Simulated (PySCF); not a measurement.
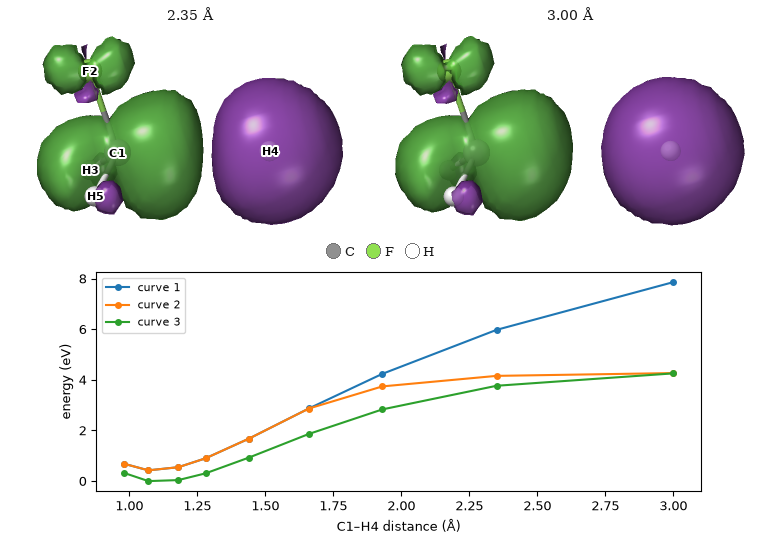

Figure 1: CH₃F, SMILES `CF`. Rigid stretch of the C1–H4 bond. Broken-symmetry UHF spin density at ±0.03 e/Å³ (purple: α, green: β). Below: energies along the scan, from the lowest point of the three curves.

Level of theory: def2-SVP basis (PySCF), at a geometry from GFN2-xTB. No frequency check shows the geometry to be a minimum.

Coordinates in Å:

```
C1      -0.6257    0.0000    0.0000
F2       0.7385    0.0000    0.0000
H3      -0.9640   -0.8342   -0.6158
H4      -0.9640   -0.1161    1.0303
H5      -0.9640    0.9504   -0.4146
```

How does the broken-symmetry solution share the spin, and how far is it from a pure singlet?

At 3.00 Å excess α spin lies mostly on H4 and excess β on C1; the two could be swapped at no cost. ⟨S²⟩ is 0.88 at 2.35 Å and 0.99 at 3.00 Å, against 0 for a pure singlet and 1 for an equal mix of singlet and triplet.

Which curve is which method?

Curve 1 is RHF. Curve 2 is UHF. Curve 3 is CASSCF(2,2). RHF rises too steeply because it keeps both electrons in one orbital and so mixes in ionic fragments.

Where does the UHF solution part from RHF?

Between 1.44 Å (⟨S²⟩ = 0, the two coincide) and 1.66 Å (⟨S²⟩ = 0.05); at 3.00 Å ⟨S²⟩ is 0.99 and UHF lies 3.6 eV below RHF.

How much energy does the stretch cost?

By CASSCF, 4.3 eV from the lowest point of the scan (1.07 Å) to 3.00 Å; RHF gives 7.4 eV from its own lowest point. The fragments aren't relaxed and dynamic correlation is missing, so this isn't a bond dissociation energy.
